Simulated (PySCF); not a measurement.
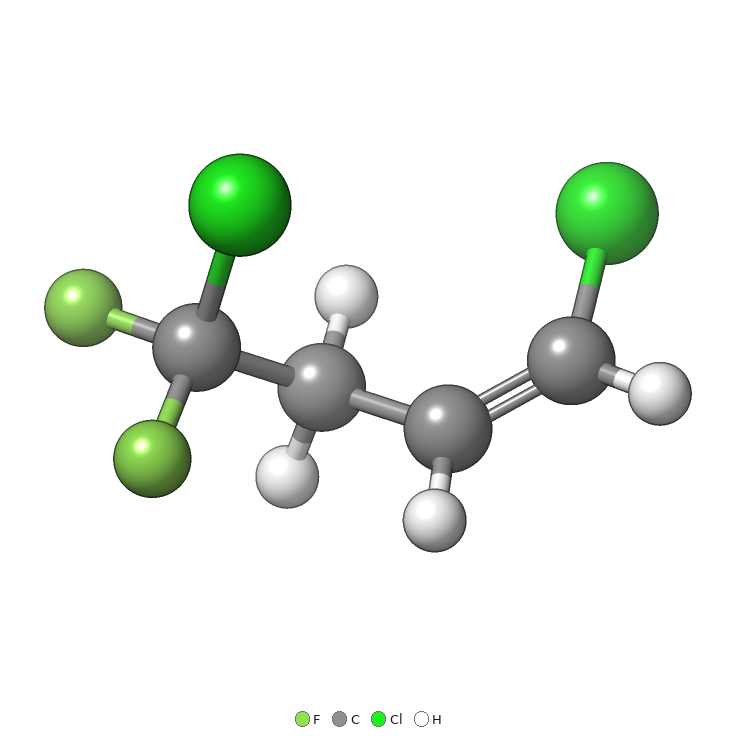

Rendered structure (ball-and-stick style). Double and triple bonds are drawn as two and three sticks.

The geometry was computed by an optimisation with GFN2-xTB. No frequency run is at hand to confirm it as a minimum.

What is the molecular formula?

C4H4Cl2F2, 12 atoms: 4 carbon, 4 hydrogen, 2 chlorine and 2 fluorine.

Which point group does it belong to?

C1.

Does it have rings?

It has no ring.

Name some functional groups or characteristic bonds that it holds.

Among them: alkene, C–F bond, C–Cl bond.

Count the bonded pairs by element.

4 C–H, 3 C–C, 2 C–F, 2 C–Cl.

More results for the same structure follow; atom numbers are the same in all pictures, views and colours differ.

## Bond orders

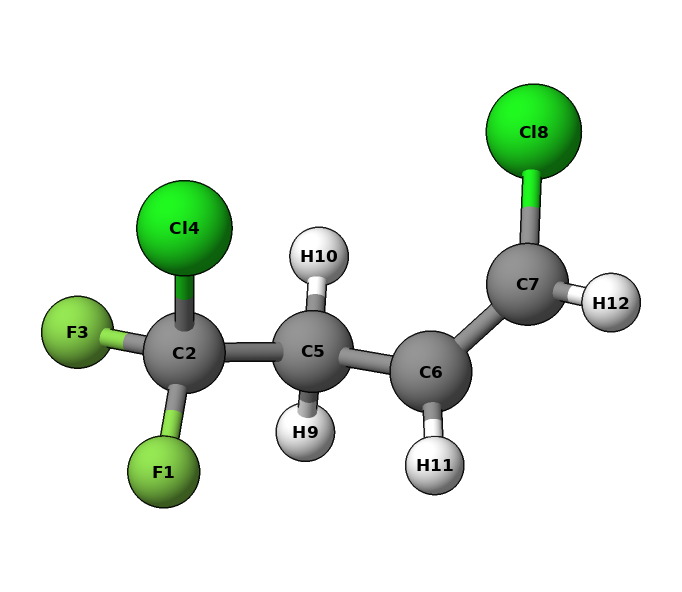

Every bond is drawn as one stick. No frequency run is at hand to confirm it as a minimum. Computed with PBE0/pcSseg-1 (PySCF 2.14.0).

Which bond has the highest Mayer bond order?

C6–C7, 1.88, at a length of 1.323 Å.

List the Mayer bond orders of F1–C2, C2–F3, C2–Cl4, C2–C5, C5–C6, C5–H9, C5–H10, C6–C7, C6–H11, C7–Cl8, C7–H12.

```
  bond  Mayer order  length (Å)
 F1–C2         0.98       1.347
 C2–F3         0.99       1.346
C2–Cl4         1.03       1.787
 C2–C5         0.99       1.520
 C5–C6         1.02       1.496
 C5–H9         0.92       1.094
C5–H10         0.93       1.090
 C6–C7         1.88       1.323
C6–H11         0.95       1.080
C7–Cl8         1.05       1.717
C7–H12         0.93       1.078
```

## Excitation

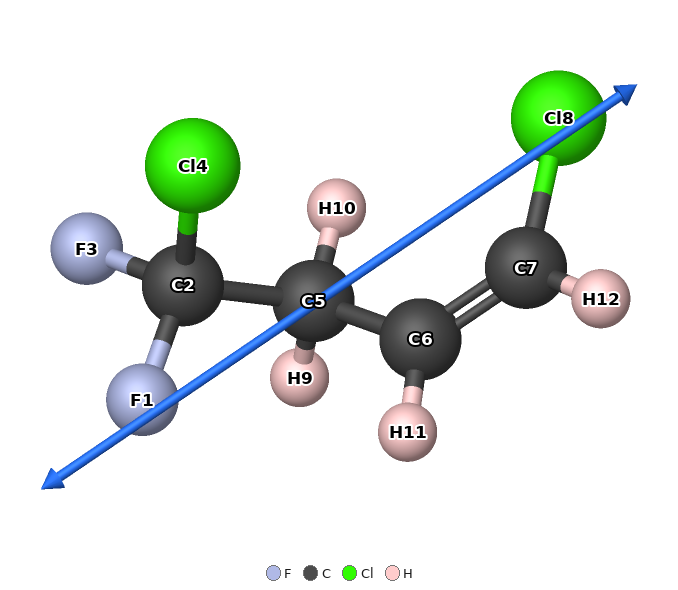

The double arrow shows the direction of the transition dipole to excited singlet state 2 (its length means nothing). No frequency run is at hand to confirm it as a minimum. Method: TDDFT PBE0/def2-SVPD, vertical, gas phase, core orbitals frozen in the response (PySCF 2.14.0).

How is the transition polarised?

Close to the long direction F1···Cl8.

Where does the transition lie, and how strong is it?

6.87 eV (181 nm), oscillator strength 0.019, mainly HOMO → LUMO+2 (weight 0.81); transition dipole 0.84 D.

## NMR shielding

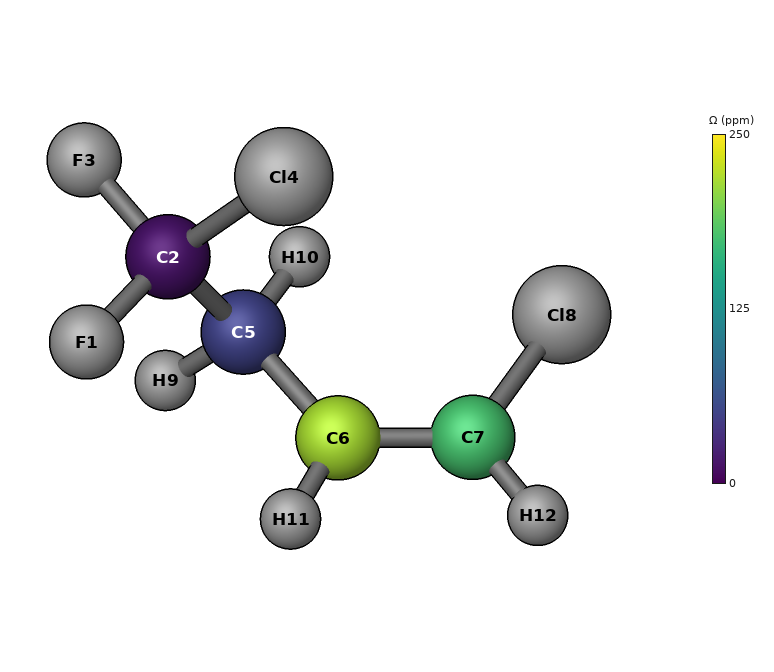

The C atoms are coloured by the span of their shielding tensor. No frequency run is at hand to confirm it as a minimum. Level of theory: GIAO PBE0/pcSseg-1 NMR shielding, non-relativistic, gas phase (PySCF 2.14.0). Principal shieldings σ11 ≤ σ22 ≤ σ33, span Ω = σ33 − σ11, skew κ = 3(σiso − σ22)/Ω.

Which C atom has the most anisotropic shielding?

C6, with a span of 217 ppm.

Give the shielding tensors of the C atoms.

| atom | σ11 | σ22 | σ33 | σiso | Ω | κ |
| --- | --- | --- | --- | --- | --- | --- |
| C2 | 37.5 | 45.0 | 50.8 | 44.4 | 13.3 | −0.12 |
| C5 | 121.5 | 135.8 | 171.3 | 142.9 | 49.8 | 0.43 |
| C6 | −60.0 | 70.7 | 157.2 | 56.0 | 217.2 | −0.20 |
| C7 | −54.1 | 75.2 | 122.9 | 48.0 | 177.0 | −0.46 |

Shieldings and span in ppm.
